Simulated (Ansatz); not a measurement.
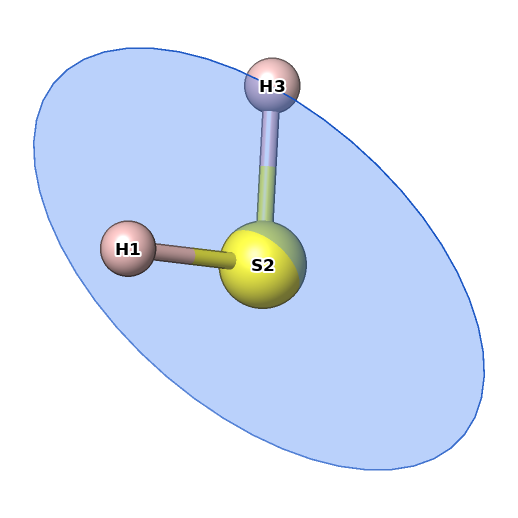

A disc through the centre of mass is drawn in. Atoms fade into the background with distance from the viewer. Computed geometry: PBE0-D4/def2-TZVP optimisation.

### Is the plane of the disc a mirror plane of the structure?

Yes. The reflection leaves S2 in place and moves H1 ↔ H3. The point group is C2v.
